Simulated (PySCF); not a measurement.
```yaml
atoms:
  - { symbol: C, position_ang: [-1.6255, -0.7953, 1.0917] }
  - { symbol: C, position_ang: [-1.0409, -0.3165, -0.2390] }
  - { symbol: C, position_ang: [-1.7562, 0.9500, -0.7140] }
  - { symbol: C, position_ang: [0.4274, -0.0715, -0.1058] }
  - { symbol: C, position_ang: [1.4510, -0.6905, -0.7512] }
  - { symbol: C, position_ang: [2.7262, -0.2056, -0.3764] }
  - { symbol: C, position_ang: [2.6542, 0.7775, 0.5529] }
  - { symbol: S, position_ang: [1.0293, 1.1326, 0.9898] }
  - { symbol: H, position_ang: [-1.1187, -1.6973, 1.4284] }
  - { symbol: H, position_ang: [-1.5030, -0.0262, 1.8516] }
  - { symbol: H, position_ang: [-2.6855, -1.0123, 0.9821] }
  - { symbol: H, position_ang: [-1.1765, -1.1046, -0.9890] }
  - { symbol: H, position_ang: [-2.8185, 0.7573, -0.8445] }
  - { symbol: H, position_ang: [-1.3444, 1.2884, -1.6624] }
  - { symbol: H, position_ang: [-1.6337, 1.7443, 0.0192] }
  - { symbol: H, position_ang: [1.3036, -1.4719, -1.4762] }
  - { symbol: H, position_ang: [3.6501, -0.5761, -0.7840] }
  - { symbol: H, position_ang: [3.4524, 1.3240, 1.0149] }
```

Geometry: GFN2-xTB.

Theory: PBE0/def2-SVPD, SCF density, gas phase in PySCF.

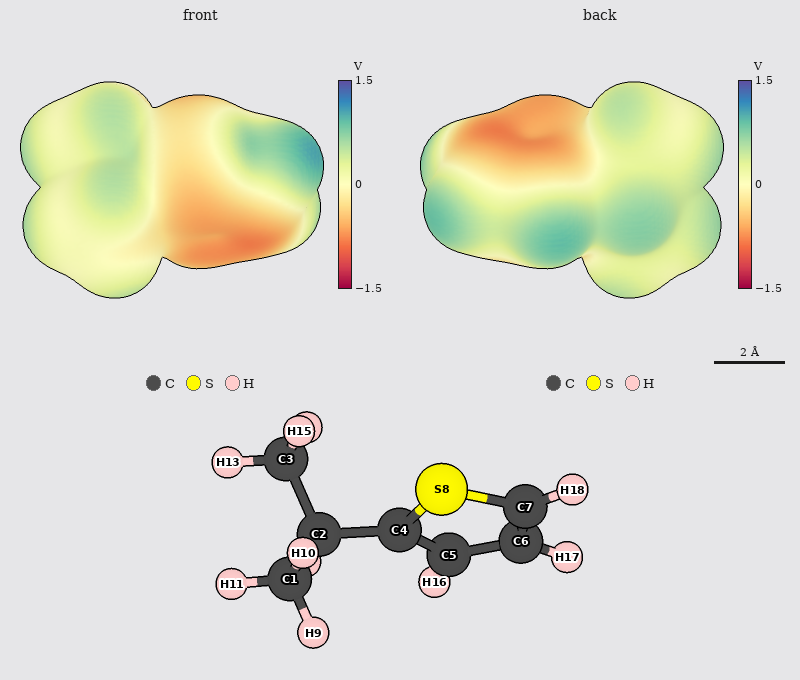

C7H10S (SMILES CC(C)c1cccs1). The electrostatic potential painted on the density surface at 0.002 e/bohr³, seen from the front and from behind; the colour scale runs from red (negative) to blue (positive). The bare structure is drawn below in the same view.

> Which sites attract a positive test charge, and which a negative one?

A positive charge is drawn to the negative regions and a negative charge to the positive ones. The most negative region (about −0.8 V, or −18 kcal/mol for a unit charge) lies over the π face of C6 and C7, the most positive (about +1.0 V, or +23 kcal/mol for a unit charge) over H18.
